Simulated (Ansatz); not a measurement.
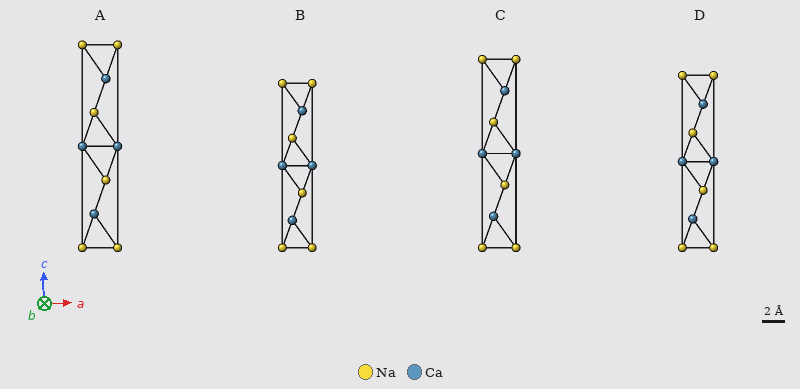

4 geometries from one relaxation of crystalline NaCa (built on the CuPt (L1_1)_166 type) (coarse preliminary run), in shuffled order. A ball-and-stick model of the conventional cell (3 times the calculation's cell), seen along the b axis. Lengths and directions refer to the drawn axes.

Case: CuPt (L1_1) type (R-3m, No. 166).

These are results of Ansatz 0.2.0, DFT PBE, scalar-relativistic, plane waves, PAW, not measurements. Settings: plane-wave cutoff 420 eV; k-point mesh 6 × 6 × 6; occupations gaussian; smearing width 0.1 eV; no spin polarisation; cell and atoms relaxed; force threshold 0.04 eV/Å; at most 70 steps.

> Order the frames from highest to lowest energy.

B, D, C, A. They are steps 0, 1, 3, 8, at +1.139 eV per cell of the calculation, +0.587 eV per cell of the calculation, +0.106 eV per cell of the calculation relative to the last. No atom moves by more than 0.005 Å relative to the cell. Cell: a = b 3.253 → 3.844 Å (+18.2 %), c 15.540 → 19.189 Å (+23.5 %). Volume +72.4 %. Near-neighbour distances that change, for instance: Ca–Na 3.199 → 3.893 Å, Ca–Ca 3.253 → 3.844 Å, Na–Na 3.253 → 3.844 Å. The space group stays R-3m (No. 166). The energy falls by 1.139 eV per cell of the calculation in 6 accepted moves (8 points after the start). All forces vanish by symmetry, so only the cell relaxes. The pressure goes from 15.62 to 0.00 GPa. At 2 points the geometry stayed and the basis and grid were re-selected for the new cell (energy shift of 44.0 meV per cell of the calculation at most each time). The run took 15 s on 1 thread of Arm Neoverse V2, with other jobs on the host, peak memory 0.33 GiB.
